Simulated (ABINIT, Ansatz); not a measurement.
# Quasiparticle gap of ScHO2 (P6_3/mmc) in ABINIT, part 2 of 3

How does a plane-wave GW calculation on ScHO2 (P6_3/mmc) run from the first input to the gap?

ABINIT 10.8.3; PBEsol and many-body steps on it, plane waves. Known limits of the many-body steps: not at the basis limit; coarse k mesh.

So far. Step 2 (Ground state): The gap is indirect, with the least direct gap 0.39 eV higher.

## Step 3: Bands along the symmetry lines

Level of this step: DFT, PBEsol, plane waves, norm-conserving pseudopotentials (ABINIT).

The cheap functional maps the bands first; the places of the edges decide which points the dearer methods must see.

The input, run.abi:

```
acell 3*1.0 Angstrom
rprim 
  3.233532062406 -0.000000000001 0.000000000000
  -1.616766031202 2.800320909996 0.000000000000
  0.000000000000 0.000000000000 9.062126000000
ntypat 3
znucl 21 1 8
natom 8
typat 1 1 2 2 3 3 3 3
xred 
  0.000000000000 0.000000000000 0.500000000000
  0.000000000000 0.000000000000 0.000000000000
  0.666666666667 0.333333333333 0.750000000000
  0.333333333333 0.666666666667 0.250000000000
  0.666666666667 0.333333333333 0.615588000000
  0.666666666667 0.333333333333 0.884412000000
  0.333333333333 0.666666666667 0.115588000000
  0.333333333333 0.666666666667 0.384412000000
pp_dirpath "pseudos"
pseudos "Sc.upf, H.upf, O.upf"
ecut 36
iscf -2
irdden 1
kptopt 0
nkpt 39
kpt 
  0.00000000 0.00000000 0.00000000
  0.12500000 0.00000000 0.00000000
  0.25000000 0.00000000 0.00000000
  0.37500000 0.00000000 0.00000000
  0.50000000 0.00000000 0.00000000
  0.45833333 0.08333333 0.00000000
  0.41666666 0.16666666 0.00000000
  0.37500000 0.25000000 0.00000000
  0.33333333 0.33333333 0.00000000
  0.25000000 0.25000000 0.00000000
  0.16666666 0.16666666 0.00000000
  0.08333333 0.08333333 0.00000000
  0.00000000 0.00000000 0.00000000
  0.00000000 0.00000000 0.12500000
  0.00000000 0.00000000 0.25000000
  0.00000000 0.00000000 0.37500000
  0.00000000 0.00000000 0.50000000
  0.12500000 0.00000000 0.50000000
  0.25000000 0.00000000 0.50000000
  0.37500000 0.00000000 0.50000000
  0.50000000 0.00000000 0.50000000
  0.45833333 0.08333333 0.50000000
  0.41666666 0.16666666 0.50000000
  0.37500000 0.25000000 0.50000000
  0.33333333 0.33333333 0.50000000
  0.25000000 0.25000000 0.50000000
  0.16666666 0.16666666 0.50000000
  0.08333333 0.08333333 0.50000000
  0.00000000 0.00000000 0.50000000
  0.50000000 0.00000000 0.50000000
  0.50000000 0.00000000 0.37500000
  0.50000000 0.00000000 0.25000000
  0.50000000 0.00000000 0.12500000
  0.50000000 0.00000000 0.00000000
  0.33333333 0.33333333 0.50000000
  0.33333333 0.33333333 0.37500000
  0.33333333 0.33333333 0.25000000
  0.33333333 0.33333333 0.12500000
  0.33333333 0.33333333 0.00000000
istwfk *1
nband 31
nbdbuf 2
tolwfr 1e-08
nstep 40
prtwf 0
prtvol 0
indata_prefix "in"
outdata_prefix "out"
tmpdata_prefix "tmp"
```

On the command line:

```sh
$ OMP_NUM_THREADS=1 mpirun -n 4 abinit run.abi > log
```

Numbers of over 12 decimals in the logs are rounded to 6 here.

The log of the run:

```text
.Version 10.8.3 of ABINIT. v10.8.2 released Aug 2026.

 Symmetries : space group P6_3/m m c (#194); Bravais hP (primitive hexag.)
[... echo of the input left out ...]
== DATASET  1 ==================================================================
-   mpi_nproc: 4, omp_nthreads: 1 (-1 if OMP is not activated)

--- !DatasetInfo
iteration_state: {dtset: 1, }
dimensions: {natom: 8, nkpt: 39, mband: 31, nsppol: 1, nspinor: 1, nspden: 1, mpw: 5747, }
cutoff_energies: {ecut:  36.0, pawecutdg:  -1.0, }
electrons: {nelect:   4.80000000E+01, charge:   0.00000000E+00, occopt:   1.00000000E+00, tsmear:   1.00000000E-02, }

 Real(R)+Recip(G) space primitive vectors, cartesian coordinates (Bohr,Bohr^-1):
 R(1)=  6.1104900  0.0000000  0.0000000  G(1)=  0.1636530  0.0944851  0.0000000
 R(2)= -3.0552450  5.2918396  0.0000000  G(2)=  0.0000000  0.1889702  0.0000000
 R(3)=  0.0000000  0.0000000 17.1249363  G(3)=  0.0000000  0.0000000  0.0583944
 Unit cell volume ucvol=  5.5374737E+02 bohr^3
 Angles (23,13,12)=  9.00000000E+01  9.00000000E+01  1.20000000E+02 degrees

 getcut: wavevector=  0.0000  0.0000  0.0000  ngfft=  36  36  96
         ecut(hartree)=     36.000   => boxcut(ratio)=   2.07552

--- Pseudopotential description ------------------------------------------------
- Sc Generated using ONCVPSP code by D. R. Hamann
- 21.00000  11.00000  180301                  znucl, zion, pspdat
12 -116133 2 -1 1642                          pspcod,pspxc,lmax,lloc,mmax
     nproj     2     2     2
  pspatm : epsatm=   13.58981452
         --- l  ekb(1:nproj) -->
             0   10.810997    0.948773
             1    2.871172    0.364831
             2   -4.789751   -1.321945
 pspatm: atomic psp has been read  and splines computed

- H Generated using ONCVPSP code by D. R. Hamann
-  1.00000   1.00000  180301                  znucl, zion, pspdat
12 -116133 1 -1 1180                          pspcod,pspxc,lmax,lloc,mmax
     nproj     2     1     0
  pspatm : epsatm=    0.35585368
         --- l  ekb(1:nproj) -->
[...]
1   -0.494138
 pspatm: atomic psp has been read  and splines computed

- O Generated using ONCVPSP code by D. R. Hamann
-  8.00000   6.00000  180301                  znucl, zion, pspdat
12 -116133 2 -1 936                           pspcod,pspxc,lmax,lloc,mmax
     nproj     2     2     1
  pspatm : epsatm=    6.22910120
         --- l  ekb(1:nproj) -->
[...]
2   -1.335834
 pspatm: atomic psp has been read  and splines computed

--------------------------------------------------------------------------------

================================================================================
 prteigrs : about to open file out_EIG
 Non-SCF case, kpt    1 (  0.00000  0.00000  0.00000), residuals and eigenvalues=
  7.65E-09  6.85E-09  2.07E-09  3.88E-09  2.33E-09  4.29E-09  2.35E-09  2.98E-09
[...]
2.8549E-01  3.0530E-01  3.0899E-01  3.0899E-01  3.2241E-01  3.2241E-01
  3.8465E-01

--- !ResultsGS
iteration_state: {dtset: 1, }
comment   : Summary of ground state results
lattice_vectors:
- [  6.1104900,  -0.0000000,   0.0000000, ]
- [ -3.0552450,   5.2918396,   0.0000000, ]
- [  0.0000000,   0.0000000,  17.1249363, ]
lattice_lengths: [   6.11049,    6.11049,   17.12494, ]
lattice_angles: [ 90.000,  90.000, 120.000, ] # degrees, (23, 13, 12)
lattice_volume:   5.5374737E+02
convergence: {deltae:  0.000E+00, res2:  0.000E+00, residm:  9.994E-09, diffor:  0.000E+00, }
etotal    :  -1.64193880E+02
entropy   :   0.00000000E+00
fermie    :   1.16128286E-01
cartesian_stress_tensor: null
pressure_GPa: null
xred      :
- [  0.0000E+00,   0.0000E+00,   5.0000E-01, Sc]
- [  0.0000E+00,   0.0000E+00,   5.5511E-17, Sc]
- [  6.6667E-01,   3.3333E-01,   7.5000E-01,  H]
- [  3.3333E-01,   6.6667E-01,   2.5000E-01,  H]
- [  6.6667E-01,   3.3333E-01,   6.1559E-01,  O]
- [  6.6667E-01,   3.3333E-01,   8.8441E-01,  O]
- [  3.3333E-01,   6.6667E-01,   1.1559E-01,  O]
- [  3.3333E-01,   6.6667E-01,   3.8441E-01,  O]
cartesian_forces: null
force_length_stats: {min: null, max: null, mean: null, }

 Integrated electronic density in atomic spheres:
 ------------------------------------------------
 Atom  Sphere_radius  Integrated_density
[...]
================================================================================

 ----iterations are completed or convergence reached----

 Mean square residual over all n,k,spin=   62.361E-10; max=  99.945E-10
 reduced coordinates (array xred) for    8 atoms
[...]
0.333333333333      0.666666666667      0.115588000000
       0.333333333333      0.666666666667      0.384412000000

 cartesian coordinates (angstrom) at end:
    1      0.000000     0.000000     4.531063
    2      0.000000     0.000000     0.000000
    3      1.616766     0.933440     6.796595
[...]
7      6.7e-13     1.866881     1.047473
    8      6.7e-13     1.866881     3.483590
 length scales=  1.889726125908  1.889726125908  1.889726125908 bohr
              =  1.000000000000  1.000000000000  1.000000000000 angstroms
 prteigrs : about to open file out_EIG
 Eigenvalues (hartree) for nkpt=  39  k points:
 kpt#   1, nband= 31, wtk=  1.00000, kpt=  0.0000  0.0000  0.0000 (reduced coord)
[...]
kpt#   2, nband= 31, wtk=  1.00000, kpt=  0.1250  0.0000  0.0000 (reduced coord)
[...]
kpt#   3, nband= 31, wtk=  1.00000, kpt=  0.2500  0.0000  0.0000 (reduced coord)
[...]
kpt#  38, nband= 31, wtk=  1.00000, kpt=  0.3333  0.3333  0.1250 (reduced coord)
[...]
0.28616    0.30444    0.30915    0.30915    0.32226    0.32226    0.38499
 kpt#  39, nband= 31, wtk=  1.00000, kpt=  0.3333  0.3333  0.0000 (reduced coord)
[...]
-0.49711   -0.49711   -0.45272   -0.45272   -0.07295   -0.07295    0.01745    0.01745
   0.01977    0.03354    0.03354    0.04606    0.06333    0.07946    0.07946    0.09375
   0.28549    0.30530    0.30899    0.30899    0.32241    0.32241    0.38465

== END DATASET(S) ==============================================================
================================================================================

 -outvars: echo values of variables after computation  --------
            nband          31
             nkpt          39
          spgroup         194
 [... the other variables as echoed above ...]

 Calculation completed.
```

The job ended after 68 s (4 MPI ranks of Arm Neoverse V1, shared host; peak memory 0.39 GiB; 4.5 min of CPU time).

Numbers from this step:

- gap: 3.698 eV
- k of the valence top: 0.25, 0, 0
- k of the conduction bottom: 0.5, 0, 0
- least direct gap: 4.087 eV

The gap is 3.698 eV, +0.006 eV from the run before at this level.

Electronic bands along the path, in eV, zero at the top of the highest filled band:

| point | band 21 | band 22 | band 23 | band 24 | band 25 | band 26 | band 27 | band 28 |
| --- | --- | --- | --- | --- | --- | --- | --- | --- |
| Γ | -0.54 | -0.13 | -0.09 | -0.09 | 4.58 | 4.78 | 4.78 | 4.86 |
| M | -1.25 | -1.03 | -0.78 | -0.44 | 3.70 | 4.59 | 5.52 | 5.70 |
| K | -1.43 | -0.99 | -0.99 | -0.60 | 4.61 | 5.15 | 5.25 | 5.25 |
| Γ | -0.54 | -0.13 | -0.09 | -0.09 | 4.58 | 4.78 | 4.78 | 4.86 |
| A | -0.30 | -0.30 | -0.30 | -0.30 | 4.82 | 4.82 | 4.82 | 4.82 |
| L | -0.96 | -0.96 | -0.96 | -0.96 | 4.16 | 4.16 | 5.60 | 5.60 |
| H | -1.07 | -1.07 | -0.91 | -0.91 | 4.87 | 4.87 | 5.29 | 5.29 |
| A | -0.30 | -0.30 | -0.30 | -0.30 | 4.82 | 4.82 | 4.82 | 4.82 |
| jump to L | -0.96 | -0.96 | -0.96 | -0.96 | 4.16 | 4.16 | 5.60 | 5.60 |
| M | -1.25 | -1.03 | -0.78 | -0.44 | 3.70 | 4.59 | 5.52 | 5.70 |
| jump to H | -1.07 | -1.07 | -0.91 | -0.91 | 4.87 | 4.87 | 5.29 | 5.29 |
| K | -1.43 | -0.99 | -0.99 | -0.60 | 4.61 | 5.15 | 5.25 | 5.25 |

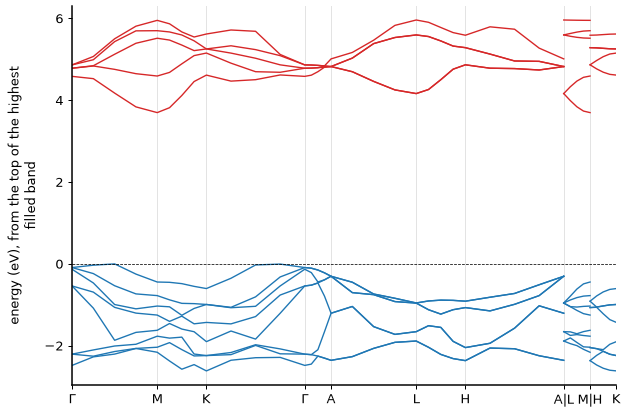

Electronic bands along the path; lines of filled and empty bands in two colours.

## Step 4: Empty states on the mesh, 3×3×1 mesh, 171 bands

The sums over transitions need many empty states on a uniform mesh; this step solves for them.

The input, run.abi:

```
acell 3*1.0 Angstrom
rprim 
  3.233532062406 -0.000000000001 0.000000000000
  -1.616766031202 2.800320909996 0.000000000000
  0.000000000000 0.000000000000 9.062126000000
ntypat 3
znucl 21 1 8
natom 8
typat 1 1 2 2 3 3 3 3
xred 
  0.000000000000 0.000000000000 0.500000000000
  0.000000000000 0.000000000000 0.000000000000
  0.666666666667 0.333333333333 0.750000000000
  0.333333333333 0.666666666667 0.250000000000
  0.666666666667 0.333333333333 0.615588000000
  0.666666666667 0.333333333333 0.884412000000
  0.333333333333 0.666666666667 0.115588000000
  0.333333333333 0.666666666667 0.384412000000
pp_dirpath "pseudos"
pseudos "Sc.upf, H.upf, O.upf"
ecut 36
ngkpt 3 3 1
nshiftk 1
shiftk 0 0 0
kptopt 1
chksymbreak 0
iscf -2
irdden 1
istwfk *1
nband 171
nbdbuf 14
tolwfr 1e-09
nstep 60
prtvol 0
indata_prefix "in"
outdata_prefix "out"
tmpdata_prefix "tmp"
```

The log of the run:

```text
.Version 10.8.3 of ABINIT. v10.8.2 released Aug 2026.

 Symmetries : space group P6_3/m m c (#194); Bravais hP (primitive hexag.)
[... echo of the input left out ...]
== DATASET  1 ==================================================================
-   mpi_nproc: 4, omp_nthreads: 1 (-1 if OMP is not activated)
-    --> not optimal distribution: autoparal keyword recommended in input file <--

--- !DatasetInfo
iteration_state: {dtset: 1, }
dimensions: {natom: 8, nkpt: 3, mband: 171, nsppol: 1, nspinor: 1, nspden: 1, mpw: 5730, }
cutoff_energies: {ecut:  36.0, pawecutdg:  -1.0, }
electrons: {nelect:   4.80000000E+01, charge:   0.00000000E+00, occopt:   1.00000000E+00, tsmear:   1.00000000E-02, }

 Real(R)+Recip(G) space primitive vectors, cartesian coordinates (Bohr,Bohr^-1):
 R(1)=  6.1104900  0.0000000  0.0000000  G(1)=  0.1636530  0.0944851  0.0000000
 R(2)= -3.0552450  5.2918396  0.0000000  G(2)=  0.0000000  0.1889702  0.0000000
 R(3)=  0.0000000  0.0000000 17.1249363  G(3)=  0.0000000  0.0000000  0.0583944
 Unit cell volume ucvol=  5.5374737E+02 bohr^3
 Angles (23,13,12)=  9.00000000E+01  9.00000000E+01  1.20000000E+02 degrees

 getcut: wavevector=  0.0000  0.0000  0.0000  ngfft=  36  36  96
         ecut(hartree)=     36.000   => boxcut(ratio)=   2.07552

--- Pseudopotential description ------------------------------------------------
- Sc Generated using ONCVPSP code by D. R. Hamann
- 21.00000  11.00000  180301                  znucl, zion, pspdat
12 -116133 2 -1 1642                          pspcod,pspxc,lmax,lloc,mmax
     nproj     2     2     2
  pspatm : epsatm=   13.58981452
         --- l  ekb(1:nproj) -->
             0   10.810997    0.948773
             1    2.871172    0.364831
             2   -4.789751   -1.321945
 pspatm: atomic psp has been read  and splines computed

- H Generated using ONCVPSP code by D. R. Hamann
-  1.00000   1.00000  180301                  znucl, zion, pspdat
12 -116133 1 -1 1180                          pspcod,pspxc,lmax,lloc,mmax
     nproj     2     1     0
  pspatm : epsatm=    0.35585368
         --- l  ekb(1:nproj) -->
[...]
1   -0.494138
 pspatm: atomic psp has been read  and splines computed

- O Generated using ONCVPSP code by D. R. Hamann
-  8.00000   6.00000  180301                  znucl, zion, pspdat
12 -116133 2 -1 936                           pspcod,pspxc,lmax,lloc,mmax
     nproj     2     2     1
  pspatm : epsatm=    6.22910120
         --- l  ekb(1:nproj) -->
[...]
2   -1.335834
 pspatm: atomic psp has been read  and splines computed

--------------------------------------------------------------------------------

================================================================================
 prteigrs : about to open file out_EIG
 Non-SCF case, kpt    1 (  0.00000  0.00000  0.00000), residuals and eigenvalues=
[...]
1.26E-10  9.22E-11  1.30E-10  9.67E-11  1.34E-10  1.28E-10  1.22E-10  1.18E-10
[...]
-1.6159E+00 -1.6159E+00 -8.3966E-01 -8.3895E-01 -8.2652E-01 -8.2652E-01
 -8.2651E-01 -8.2651E-01 -5.2451E-01 -4.9394E-01 -4.8272E-01 -4.4273E-01
 -1.1871E-01 -5.2063E-02  2.0522E-02  2.4716E-02  2.4716E-02  3.4842E-02
[...]
2.7625E+00  2.7693E+00  2.7948E+00  2.8003E+00  2.8003E+00  2.8071E+00
  2.8219E+00  2.8270E+00  2.8270E+00  2.8497E+00  2.8497E+00  2.8809E+00
[...]
prteigrs : prtvol=0 or 1, do not print more k-points.

--- !ResultsGS
iteration_state: {dtset: 1, }
comment   : Summary of ground state results
lattice_vectors:
- [  6.1104900,  -0.0000000,   0.0000000, ]
- [ -3.0552450,   5.2918396,   0.0000000, ]
- [  0.0000000,   0.0000000,  17.1249363, ]
lattice_lengths: [   6.11049,    6.11049,   17.12494, ]
lattice_angles: [ 90.000,  90.000, 120.000, ] # degrees, (23, 13, 12)
lattice_volume:   5.5374737E+02
convergence: {deltae:  0.000E+00, res2:  0.000E+00, residm:  9.889E-10, diffor:  0.000E+00, }
etotal    :  -1.64193880E+02
entropy   :   0.00000000E+00
fermie    :   1.16128286E-01
cartesian_stress_tensor: null
pressure_GPa: null
xred      :
- [  0.0000E+00,   0.0000E+00,   5.0000E-01, Sc]
- [  0.0000E+00,   0.0000E+00,   5.5511E-17, Sc]
- [  6.6667E-01,   3.3333E-01,   7.5000E-01,  H]
- [  3.3333E-01,   6.6667E-01,   2.5000E-01,  H]
- [  6.6667E-01,   3.3333E-01,   6.1559E-01,  O]
- [  6.6667E-01,   3.3333E-01,   8.8441E-01,  O]
- [  3.3333E-01,   6.6667E-01,   1.1559E-01,  O]
- [  3.3333E-01,   6.6667E-01,   3.8441E-01,  O]
cartesian_forces: null
force_length_stats: {min: null, max: null, mean: null, }

 Integrated electronic density in atomic spheres:
 ------------------------------------------------
 Atom  Sphere_radius  Integrated_density
[...]
================================================================================

 ----iterations are completed or convergence reached----

 Mean square residual over all n,k,spin=   32.181E-11; max=  98.891E-11
 reduced coordinates (array xred) for    8 atoms
[...]
0.333333333333      0.666666666667      0.384412000000

 cartesian coordinates (angstrom) at end:
    1      0.000000     0.000000     4.531063
    2      0.000000     0.000000     0.000000
    3      1.616766     0.933440     6.796595
[...]
7      6.7e-13     1.866881     1.047473
    8      6.7e-13     1.866881     3.483590
 length scales=  1.889726125908  1.889726125908  1.889726125908 bohr
              =  1.000000000000  1.000000000000  1.000000000000 angstroms
 prteigrs : about to open file out_EIG
 Eigenvalues (hartree) for nkpt=   3  k points:
 kpt#   1, nband=171, wtk=  0.11111, kpt=  0.0000  0.0000  0.0000 (reduced coord)
[...]
2.70918    2.71595    2.71595    2.76249    2.76249    2.76925    2.79483    2.80032
   2.80032    2.80714    2.82190    2.82701    2.82701    2.84972    2.84972    2.88094
   2.88355    2.88592    2.89676
 prteigrs : prtvol=0 or 1, do not print more k-points.

== END DATASET(S) ==============================================================
================================================================================

 -outvars: echo values of variables after computation  --------
            nband         171
             nkpt           3
          spgroup         194
 [... the other variables as echoed above ...]

 Calculation completed.
```

Wall time 56 s (4 MPI ranks); peak memory 0.36 GiB; 3.7 min of CPU time.

Numbers from this step:

```yaml
gap: 4.026 eV
k_of_the_valence_top: 0, 0, 0
k_of_the_conduction_bottom: 0.3333, 0, 0
least_direct_gap: 4.082 eV
k_points_computed: 3
lowest_point_of_the_top_converged_band_above_the_valence_top: 71.7099 eV
```

On this mesh the gap is 4.026 eV. The earlier step found 3.692 eV, so this mesh misses an edge.

## Step 5: Screening, 3×3×1 mesh, 157 bands, screening to 176.9 eV

The RPA dielectric matrix is built and inverted for each q.

This step: RPA screening on PBEsol, plane waves, norm-conserving pseudopotentials.

run.abi: that of step 4 with these lines changed.

```diff
@@ -26,10 +26,11 @@
 chksymbreak 0
-iscf -2
-irdden 1
 istwfk *1
-nband 171
-nbdbuf 14
-tolwfr 1e-09
-nstep 60
-prtvol 0
+occopt 1
+irdwfk 1
+optdriver 3
+nband 157
+ecuteps 6.5
+inclvkb 2
+awtr 1
+symchi 1
 indata_prefix "in"
```

The log of the run:

```text
.Version 10.8.3 of ABINIT. v10.8.2 released Aug 2026.

 Symmetries : space group P6_3/m m c (#194); Bravais hP (primitive hexag.)
[... echo of the input left out ...]
== DATASET  1 ==================================================================
-   mpi_nproc: 4, omp_nthreads: 1 (-1 if OMP is not activated)

--- !DatasetInfo
iteration_state: {dtset: 1, }
dimensions: {natom: 8, nkpt: 3, mband: 157, nsppol: 1, nspinor: 1, nspden: 1, mpw: 5730, }
cutoff_energies: {ecut:  36.0, pawecutdg:  -1.0, }
electrons: {nelect:   4.80000000E+01, charge:   0.00000000E+00, occopt:   1.00000000E+00, tsmear:   1.00000000E-02, }

 SCREENING: Calculation of the susceptibility and dielectric matrices

 Based on a program developped by R.W. Godby, V. Olevano, G. Onida, and L. Reining.
 Incorporated in ABINIT by V. Olevano, G.-M. Rignanese, and M. Torrent.
.Using double precision arithmetic ; gwpc =  8

[... cell and pseudopotentials left out ...]
--------------------------------------------------------------------------------

 ==== K-mesh for the wavefunctions ====
 Number of points in the irreducible wedge :     3
[... list of points left out ...]
 Together with 24 symmetry operations and time-reversal symmetry
 yields     9 points in the full Brillouin Zone.

 ==== Q-mesh for the screening function ====
 Number of points in the irreducible wedge :     3
[... list of points left out ...]
 Together with 24 symmetry operations and time-reversal symmetry
 yields     9 points in the full Brillouin Zone.

 setmesh: FFT mesh size selected  =    24x   24x   72
          total number of points  =        41472

 vcoul_init : cutoff-mode = AUXILIARY_FUNCTION
 q-points for optical limit:   1
     1)      0.000010    0.000020    0.000030

- screening: taking advantage of time-reversal symmetry
- Maximum band index for partially occupied states nbvw = 24
- Remaining bands to be divided among processors   nbcw = 133
- Number of bands treated by each node ~33

 Number of electrons calculated from density =   48.0000; Expected =   48.0000
 average of density, n =  0.086682
 r_s =    1.4017
 omega_plasma =   28.4001 [eV]

 calculating chi0 at frequencies [eV] :
  1    0.000000E+00    0.000000E+00
  2    0.000000E+00    2.840013E+01

--------------------------------------------------------------------------------
  q-point number  1        q = ( 0.000000, 0.000000, 0.000000) [r.l.u.]
--------------------------------------------------------------------------------
[... chi0 elements left out ...]
 For q-point:  0.000010 0.000020 0.000030
  dielectric constant =   4.1083
  dielectric constant without local fields =   4.4515

  Average fulfillment of the sum rule on Im[epsilon] for q-point    1 :     67.13  [%]
[... wings left out ...]
  q-point number  2        q = ( 0.333333, 0.000000, 0.000000) [r.l.u.]
--------------------------------------------------------------------------------
[... chi0 elements left out ...]
  Average fulfillment of the sum rule on Im[epsilon] for q-point    2 :     66.56  [%]

 [... 1 further q-points ...]
```

Run time: 35 s. Hardware: 4 MPI ranks; peak memory 0.99 GiB.

This step gave:

- ε∞ with local fields, on this mesh, along the program's q direction: 4.108
- the same without local fields: 4.452
- plasma frequency: 28.40 eV
- plane waves in the screening matrix: 451

Local fields lower ε∞ by 8 %. On a Γ-centred mesh this coarse the value itself is usually too large, while a short band sum pulls it down.

(Continued in part 3 of 3.)

[Paths, hosts, dates, memory and timing lines, banners, echoed tables and standing remarks are left out of the program output.]

[Logs are printed without paths, hosts, clocks, repeated set-up lines and the standing remarks that a program may print on its own settings, such as how far it seeks lower states.]

[Runs of the session that timed out or met a known fault of the program may be left out.]

[Hosts, paths, dates, database ids (printed as entryN), source tags and the programs' standing remarks are cut or masked in the printed files.]

[G0W0 gaps are taken among the corrected bands and points alone; a level outside them can change the order at an edge.]

[Where Ansatz stands beside ABINIT at settings called matched, ABINIT's density can come from a denser mesh and the files from another edition; pairs whose starting gaps differed by over 0.03 eV were left out, so agreement reads better than it is.]
